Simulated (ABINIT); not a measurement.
# A GW chain in ABINIT: SiC (F-43m), part 2 of 3

Wanted: ground state, empty states, screening and self-energy for SiC (F-43m).

ABINIT 10.8.3; LDA and many-body steps on it, plane waves. Known limits of the many-body steps: not at the basis limit.

So far. Step 2 (Ground state): The gap is indirect, with the least direct gap 3.20 eV higher.

## 3. Bands along the symmetry lines

Level of this step: DFT, LDA, plane waves, norm-conserving pseudopotentials (ABINIT).

Levels along a band path, at the cheap level, show where the edges lie and whether the meshes to come will hold them.

run.abi

```
acell 3*1.0 Angstrom
rprim 
  -0.000000000000 2.179000000000 2.179000000000
  2.179000000000 -0.000000000000 2.179000000000
  2.179000000000 2.179000000000 -0.000000000000
ntypat 2
znucl 14 6
natom 2
typat 1 2
xred 
  0.000000000000 0.000000000000 0.000000000000
  0.250000000000 0.250000000000 0.250000000000
pp_dirpath "pseudos"
pseudos "Si.upf, C.upf"
ecut 37
iscf -2
irdden 1
kptopt 0
nkpt 50
kpt 
  0.00000000 0.00000000 0.00000000
  -0.06250000 -0.06250000 0.00000000
  -0.12500000 -0.12500000 0.00000000
  -0.18750000 -0.18750000 0.00000000
  -0.25000000 -0.25000000 0.00000000
  -0.31250000 -0.31250000 0.00000000
  -0.37500000 -0.37500000 0.00000000
  -0.43750000 -0.43750000 0.00000000
  -0.50000000 -0.50000000 0.00000000
  -0.48437500 -0.48437500 0.03125000
  -0.46875000 -0.46875000 0.06250000
  -0.45312500 -0.45312500 0.09375000
  -0.43750000 -0.43750000 0.12500000
  -0.42187500 -0.42187500 0.15625000
  -0.40625000 -0.40625000 0.18750000
  -0.39062500 -0.39062500 0.21875000
  -0.37500000 -0.37500000 0.25000000
  -0.37500000 0.00000000 0.37500000
  -0.32812500 0.00000000 0.32812500
  -0.28125000 0.00000000 0.28125000
  -0.23437500 0.00000000 0.23437500
  -0.18750000 0.00000000 0.18750000
  -0.14062500 0.00000000 0.14062500
  -0.09375000 0.00000000 0.09375000
  -0.04687500 0.00000000 0.04687500
  0.00000000 0.00000000 0.00000000
  0.00000000 0.00000000 0.06250000
  0.00000000 0.00000000 0.12500000
  0.00000000 0.00000000 0.18750000
  0.00000000 0.00000000 0.25000000
  0.00000000 0.00000000 0.31250000
  0.00000000 0.00000000 0.37500000
  0.00000000 0.00000000 0.43750000
  0.00000000 0.00000000 0.50000000
  -0.06250000 -0.03125000 0.46875000
  -0.12500000 -0.06250000 0.43750000
  -0.18750000 -0.09375000 0.40625000
  -0.25000000 -0.12500000 0.37500000
  -0.31250000 -0.15625000 0.34375000
  -0.37500000 -0.18750000 0.31250000
  -0.43750000 -0.21875000 0.28125000
  -0.50000000 -0.25000000 0.25000000
  -0.50000000 -0.28125000 0.21875000
  -0.50000000 -0.31250000 0.18750000
  -0.50000000 -0.34375000 0.15625000
  -0.50000000 -0.37500000 0.12500000
  -0.50000000 -0.40625000 0.09375000
  -0.50000000 -0.43750000 0.06250000
  -0.50000000 -0.46875000 0.03125000
  -0.50000000 -0.50000000 0.00000000
istwfk *1
nband 14
nbdbuf 5
tolwfr 1e-07
nstep 50
prtwf 0
prtvol 0
indata_prefix "in"
outdata_prefix "out"
tmpdata_prefix "tmp"
```

Command:

```sh
OMP_NUM_THREADS=1 mpirun -n 8 abinit run.abi > log
```

Numbers of over 12 decimals in the logs are rounded to 6 here.

What it wrote:

```text
.Version 10.8.3 of ABINIT. v10.8.2 released Aug 2026.

 Symmetries : space group F-4 3 m (#216); Bravais cF (face-center cubic)
[... echo of the input left out ...]
== DATASET  1 ==================================================================
-   mpi_nproc: 8, omp_nthreads: 1 (-1 if OMP is not activated)

--- !DatasetInfo
iteration_state: {dtset: 1, }
dimensions: {natom: 2, nkpt: 50, mband: 14, nsppol: 1, nspinor: 1, nspden: 1, mpw: 1524, }
cutoff_energies: {ecut:  37.0, pawecutdg:  -1.0, }
electrons: {nelect:   8.00000000E+00, charge:   0.00000000E+00, occopt:   1.00000000E+00, tsmear:   1.00000000E-02, }

 Real(R)+Recip(G) space primitive vectors, cartesian coordinates (Bohr,Bohr^-1):
 R(1)=  0.0000000  4.1177132  4.1177132  G(1)= -0.1214266  0.1214266  0.1214266
 R(2)=  4.1177132  0.0000000  4.1177132  G(2)=  0.1214266 -0.1214266  0.1214266
 R(3)=  4.1177132  4.1177132  0.0000000  G(3)=  0.1214266  0.1214266 -0.1214266
 Unit cell volume ucvol=  1.3963629E+02 bohr^3
 Angles (23,13,12)=  6.00000000E+01  6.00000000E+01  6.00000000E+01 degrees

 getcut: wavevector=  0.0000  0.0000  0.0000  ngfft=  32  32  32
         ecut(hartree)=     37.000   => boxcut(ratio)=   2.00684

--- Pseudopotential description ------------------------------------------------
- Si Generated using ONCVPSP code by D. R. Hamann
- 14.00000   4.00000  180309                  znucl, zion, pspdat
12 -1012 2 -1 1510                            pspcod,pspxc,lmax,lloc,mmax
     nproj     2     2     2
  pspatm : epsatm=    6.67003958
         --- l  ekb(1:nproj) -->
             0    5.565958    0.856966
             1    2.726111    0.629828
             2   -2.124804   -0.444604
 pspatm: atomic psp has been read  and splines computed

- C Generated using ONCVPSP code by D. R. Hamann
-  6.00000   4.00000  180309                  znucl, zion, pspdat
12 -1012 1 -1 1234                            pspcod,pspxc,lmax,lloc,mmax
     nproj     2     2     0
  pspatm : epsatm=    4.35103003
         --- l  ekb(1:nproj) -->
[...]
pspatm: atomic psp has been read  and splines computed

--------------------------------------------------------------------------------

================================================================================
 prteigrs : about to open file out_EIG
 Non-SCF case, kpt    1 (  0.00000  0.00000  0.00000), residuals and eigenvalues=
  1.93E-08  3.84E-08  9.35E-08  9.70E-08  6.80E-08  8.15E-08  2.37E-08  3.50E-08
  7.40E-08  7.39E-08  5.46E-08  9.36E-08  5.51E-08  1.32E-07
 -3.0203E-01  2.6116E-01  2.6116E-01  2.6116E-01  4.9215E-01  5.2586E-01
  5.2586E-01  5.2586E-01  7.9394E-01  7.9394E-01  8.5407E-01  8.9159E-01
  8.9159E-01  8.9159E-01
 Non-SCF case, kpt    2 ( -0.06250 -0.06250  0.00000), residuals and eigenvalues=
  7.60E-09  3.40E-08  3.88E-08  3.96E-08  2.56E-08  1.05E-08  6.87E-08  9.18E-08
[...]
8.9912E-01  9.3068E-01
 Non-SCF case, kpt    3 ( -0.12500 -0.12500  0.00000), residuals and eigenvalues=
  5.01E-08  9.30E-08  4.82E-08  2.33E-08  3.38E-08  5.30E-08  4.80E-08  3.60E-08
[...]
9.2167E-01  9.7672E-01
[...]
Non-SCF case, kpt   49 ( -0.50000 -0.46875  0.03125), residuals and eigenvalues=
[...]
1.0998E+00  1.1883E+00
 Non-SCF case, kpt   50 ( -0.50000 -0.50000  0.00000), residuals and eigenvalues=
[...]
1.0881E+00  1.1833E+00

--- !ResultsGS
iteration_state: {dtset: 1, }
comment   : Summary of ground state results
lattice_vectors:
- [ -0.0000000,   4.1177132,   4.1177132, ]
- [  4.1177132,  -0.0000000,   4.1177132, ]
- [  4.1177132,   4.1177132,  -0.0000000, ]
lattice_lengths: [   5.82333,    5.82333,    5.82333, ]
lattice_angles: [ 60.000,  60.000,  60.000, ] # degrees, (23, 13, 12)
lattice_volume:   1.3963629E+02
convergence: {deltae:  0.000E+00, res2:  0.000E+00, residm:  9.998E-08, diffor:  0.000E+00, }
etotal    :  -1.03163765E+01
entropy   :   0.00000000E+00
fermie    :   2.61161438E-01
cartesian_stress_tensor: null
pressure_GPa: null
xred      :
- [  0.0000E+00,   0.0000E+00,   0.0000E+00, Si]
- [  2.5000E-01,   2.5000E-01,   2.5000E-01,  C]
cartesian_forces: null
force_length_stats: {min: null, max: null, mean: null, }

 Integrated electronic density in atomic spheres:
 ------------------------------------------------
 Atom  Sphere_radius  Integrated_density
[...]
================================================================================

 ----iterations are completed or convergence reached----

 Mean square residual over all n,k,spin=   42.783E-09; max=  99.981E-09
 reduced coordinates (array xred) for    2 atoms
       0.000000000000      0.000000000000      0.000000000000
       0.250000000000      0.250000000000      0.250000000000

 cartesian coordinates (angstrom) at end:
    1      0.000000     0.000000     0.000000
    2      1.089500     1.089500     1.089500
 length scales=  1.889726125908  1.889726125908  1.889726125908 bohr
              =  1.000000000000  1.000000000000  1.000000000000 angstroms
 prteigrs : about to open file out_EIG
 Eigenvalues (hartree) for nkpt=  50  k points:
 kpt#   1, nband= 14, wtk=  1.00000, kpt=  0.0000  0.0000  0.0000 (reduced coord)
[...]
kpt#   2, nband= 14, wtk=  1.00000, kpt= -0.0625 -0.0625  0.0000 (reduced coord)
[...]
kpt#   3, nband= 14, wtk=  1.00000, kpt= -0.1250 -0.1250  0.0000 (reduced coord)
[...]
kpt#  49, nband= 14, wtk=  1.00000, kpt= -0.5000 -0.4687  0.0313 (reduced coord)
  -0.11426   -0.02566    0.14067    0.14099    0.31483    0.41996    0.76326    0.76909
   0.79276    0.98112    1.06342    1.08585    1.09977    1.18829
 kpt#  50, nband= 14, wtk=  1.00000, kpt= -0.5000 -0.5000  0.0000 (reduced coord)
  -0.11457   -0.02641    0.14361    0.14361    0.30993    0.41552    0.76885    0.76885
   0.79575    0.99229    1.07347    1.07347    1.08815    1.18327

== END DATASET(S) ==============================================================
================================================================================

 -outvars: echo values of variables after computation  --------
            nband          14
             nkpt          50
          spgroup         216
 [... the other variables as echoed above ...]

 Calculation completed.
```

It took 2.5 s on 8 MPI ranks of Arm Neoverse V2, shared host; peak memory 0.07 GiB; 19 s of CPU time.

This step gave:

- gap: 1.327 eV
- k of the valence top: 0, 0, 0
- k of the conduction bottom: -0.5, -0.5, 0
- least direct gap: 4.526 eV

The gap is 1.327 eV, as in the run before at this level.

The electronic bands at the labelled points (eV, zero at the top of the highest filled band; v1 is the highest filled band, c1 the lowest empty one):

| point | v4 | v3 | v2 | v1 | c1 | c2 | c3 | c4 |
| --- | --- | --- | --- | --- | --- | --- | --- | --- |
| Γ | -15.33 | 0.00 | 0.00 | 0.00 | 6.29 | 7.20 | 7.20 | 7.20 |
| X | -10.22 | -7.83 | -3.20 | -3.20 | 1.33 | 4.20 | 13.81 | 13.81 |
| U | -10.22 | -7.29 | -5.57 | -2.61 | 3.05 | 7.66 | 11.71 | 12.30 |
| jump to K | -10.22 | -7.29 | -5.57 | -2.61 | 3.05 | 7.66 | 11.71 | 12.30 |
| Γ | -15.33 | 0.00 | 0.00 | 0.00 | 6.29 | 7.20 | 7.20 | 7.20 |
| L | -11.71 | -8.56 | -1.06 | -1.06 | 5.39 | 7.15 | 7.15 | 9.93 |
| W | -9.98 | -7.04 | -5.02 | -4.71 | 5.15 | 9.33 | 9.37 | 9.64 |
| X | -10.22 | -7.83 | -3.20 | -3.20 | 1.33 | 4.20 | 13.81 | 13.81 |

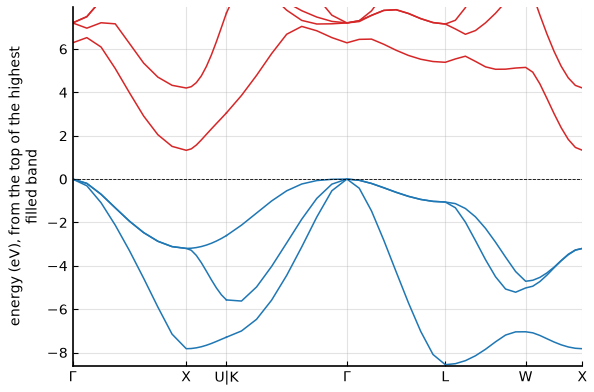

Electronic bands along the path; lines of filled and empty bands in two colours.

## 4. Empty states on the mesh, 6×6×6 mesh, 111 bands

The sums over transitions need many empty states on a uniform mesh; this step solves for them.

run.abi

```
acell 3*1.0 Angstrom
rprim 
  -0.000000000000 2.179000000000 2.179000000000
  2.179000000000 -0.000000000000 2.179000000000
  2.179000000000 2.179000000000 -0.000000000000
ntypat 2
znucl 14 6
natom 2
typat 1 2
xred 
  0.000000000000 0.000000000000 0.000000000000
  0.250000000000 0.250000000000 0.250000000000
pp_dirpath "pseudos"
pseudos "Si.upf, C.upf"
ecut 37
ngkpt 6 6 6
nshiftk 1
shiftk 0 0 0
kptopt 1
chksymbreak 0
irdden 1
istwfk *1
nband 111
prtvol 0
optdriver 6
gwr_task "HDIAGO"
paral_kgb 0
occopt 1
indata_prefix "in"
outdata_prefix "out"
tmpdata_prefix "tmp"
```

What it wrote:

```text
[banner, memory and clock lines left out]
.Version 10.8.3 of ABINIT. v10.8.2 released Aug 2026.

 Symmetries : space group F-4 3 m (#216); Bravais cF (face-center cubic)
[... echo of the input left out ...]
== DATASET  1 ==================================================================
-   mpi_nproc: 8, omp_nthreads: 1 (-1 if OMP is not activated)

--- !DatasetInfo
iteration_state: {dtset: 1, }
dimensions: {natom: 2, nkpt: 16, mband: 111, nsppol: 1, nspinor: 1, nspden: 1, mpw: 1524, }
cutoff_energies: {ecut:  37.0, pawecutdg:  -1.0, }
electrons: {nelect:   8.00000000E+00, charge:   0.00000000E+00, occopt:   1.00000000E+00, tsmear:   1.00000000E-02, }

.Using double precision arithmetic; gwpc =  8

- Reading GS density from: in_DEN

--- Pseudopotential description ------------------------------------------------
- Si Generated using ONCVPSP code by D. R. Hamann
- 14.00000   4.00000  180309                  znucl, zion, pspdat
12 -1012 2 -1 1510                            pspcod,pspxc,lmax,lloc,mmax
     nproj     2     2     2
  pspatm : epsatm=    6.67003958
         --- l  ekb(1:nproj) -->
             0    5.565958    0.856966
             1    2.726111    0.629828
             2   -2.124804   -0.444604
 pspatm: atomic psp has been read  and splines computed

- C Generated using ONCVPSP code by D. R. Hamann
-  6.00000   4.00000  180309                  znucl, zion, pspdat
12 -1012 1 -1 1234                            pspcod,pspxc,lmax,lloc,mmax
     nproj     2     2     0
  pspatm : epsatm=    4.35103003
         --- l  ekb(1:nproj) -->
             0    6.431505    0.400560
             1   -4.185684   -0.892924
 pspatm: atomic psp has been read  and splines computed

   8.81685569E+01                                ecore*ucvol(ha*bohr**3)

 Total charge density [el/Bohr^3]
)     Maximum=    2.7934E-01  at reduced coord.    0.2188    0.2188    0.3750
)     Minimum=    1.1241E-03  at reduced coord.    0.0000    0.0000    0.0000
   Integrated=    8.0000E+00

 === KS gaps after direct diagonalization ===
 Indirect band gap semiconductor
 Fundamental gap:     1.327 (eV)
   VBM:     7.107 (eV) at k: [ 0.0000E+00,  0.0000E+00,  0.0000E+00]
   CBM:     8.434 (eV) at k: [ 5.0000E-01,  5.0000E-01,  0.0000E+00]
 Direct gap:         4.526 (eV) at k: [ 5.0000E-01,  5.0000E-01,  0.0000E+00]

== END DATASET(S) ==============================================================

 -outvars: echo values of variables after computation  --------
           etotal      0.0000000000E+00
            nband         111
             nkpt          16
          spgroup         216
 [... the other variables as echoed above ...]

 Calculation completed.
```

The job ended after 7.2 s (8 MPI ranks; peak memory 1.5 GiB).

Numbers from this step:

| Quantity | Value |
| --- | --- |
| gap | 1.327 eV |
| k of the valence top | 0, 0, 0 |
| k of the conduction bottom | 0.5, 0.5, 0 |
| least direct gap | 4.526 eV |
| k points computed | 16 |
| lowest point of the top converged band, above the valence top | 143.6177 eV |

On this mesh the gap is 1.327 eV.

## 5. Screening, 6×6×6 mesh, 103 bands, screening to 244.9 eV

The RPA dielectric matrix is built and inverted for each q.

This step: RPA screening on LDA, plane waves, norm-conserving pseudopotentials.

run.abi, as its differences from that of step 4:

```diff
@@ -20,10 +20,11 @@
 chksymbreak 0
-irdden 1
 istwfk *1
-nband 111
-prtvol 0
-optdriver 6
-gwr_task "HDIAGO"
-paral_kgb 0
 occopt 1
+irdwfk 1
+optdriver 3
+nband 103
+ecuteps 9
+inclvkb 2
+awtr 1
+symchi 1
 indata_prefix "in"
```

What it wrote:

```text
.Version 10.8.3 of ABINIT. v10.8.2 released Aug 2026.

 Symmetries : space group F-4 3 m (#216); Bravais cF (face-center cubic)
[... echo of the input left out ...]
== DATASET  1 ==================================================================
-   mpi_nproc: 8, omp_nthreads: 1 (-1 if OMP is not activated)

--- !DatasetInfo
iteration_state: {dtset: 1, }
dimensions: {natom: 2, nkpt: 16, mband: 103, nsppol: 1, nspinor: 1, nspden: 1, mpw: 1524, }
cutoff_energies: {ecut:  37.0, pawecutdg:  -1.0, }
electrons: {nelect:   8.00000000E+00, charge:   0.00000000E+00, occopt:   1.00000000E+00, tsmear:   1.00000000E-02, }

 SCREENING: Calculation of the susceptibility and dielectric matrices

 Based on a program developped by R.W. Godby, V. Olevano, G. Onida, and L. Reining.
 Incorporated in ABINIT by V. Olevano, G.-M. Rignanese, and M. Torrent.
.Using double precision arithmetic ; gwpc =  8

[... cell and pseudopotentials left out ...]
--------------------------------------------------------------------------------

 ==== K-mesh for the wavefunctions ====
 Number of points in the irreducible wedge :    16
[... list of points left out ...]
 Together with 24 symmetry operations and time-reversal symmetry
 yields   216 points in the full Brillouin Zone.

 ==== Q-mesh for the screening function ====
 Number of points in the irreducible wedge :    16
[... list of points left out ...]
 Together with 24 symmetry operations and time-reversal symmetry
 yields   216 points in the full Brillouin Zone.

 setmesh: FFT mesh size selected  =    24x   24x   24
          total number of points  =        13824

 vcoul_init : cutoff-mode = AUXILIARY_FUNCTION
 q-points for optical limit:   1
     1)      0.000010    0.000020    0.000030

- screening: taking advantage of time-reversal symmetry
- Maximum band index for partially occupied states nbvw = 4
- Remaining bands to be divided among processors   nbcw = 99
- Number of bands treated by each node ~12

 Number of electrons calculated from density =    8.0000; Expected =    8.0000
 average of density, n =  0.057292
 r_s =    1.6092
 omega_plasma =   23.0888 [eV]

 calculating chi0 at frequencies [eV] :
  1    0.000000E+00    0.000000E+00
  2    0.000000E+00    2.308880E+01

--------------------------------------------------------------------------------
  q-point number  1        q = ( 0.000000, 0.000000, 0.000000) [r.l.u.]
--------------------------------------------------------------------------------
[... chi0 elements left out ...]
 For q-point:  0.000010 0.000020 0.000030
  dielectric constant =   7.1947
  dielectric constant without local fields =   7.8569

  Average fulfillment of the sum rule on Im[epsilon] for q-point    1 :     91.66  [%]
[... wings left out ...]
  q-point number  2        q = ( 0.166667, 0.000000, 0.000000) [r.l.u.]
--------------------------------------------------------------------------------
[... chi0 elements left out ...]
  Average fulfillment of the sum rule on Im[epsilon] for q-point    2 :     96.03  [%]

 [... 14 further q-points ...]
```

Run time: 19 s. Hardware: 8 MPI ranks; peak memory 1.1 GiB; 2.5 min of CPU time.

Numbers from this step:

```
ε∞ with local fields, on this mesh, along the program's q direction : 7.195
the same without local fields                                       : 7.857
plasma frequency                                                    : 23.09 eV
plane waves in the screening matrix                                 : 169
```

Local fields lower ε∞ by 8 %.

(Continued in part 3 of 3.)

[Paths, hosts, dates, memory and timing lines, banners, echoed tables and standing remarks are left out of the program output.]

[Logs are printed without paths, hosts, clocks, repeated set-up lines and the standing remarks that a program may print on its own settings, such as how far it seeks lower states.]

[Runs of the session that timed out or met a known fault of the program may be left out.]

[Hosts, paths, dates, database ids (printed as entryN), source tags and the programs' standing remarks are cut or masked in the printed files.]

[G0W0 gaps are taken among the corrected bands and points alone; a level outside them can change the order at an edge.]

[Where Ansatz stands beside ABINIT at settings called matched, ABINIT's density can come from a denser mesh and the files from another edition; pairs whose starting gaps differed by over 0.03 eV were left out, so agreement reads better than it is.]
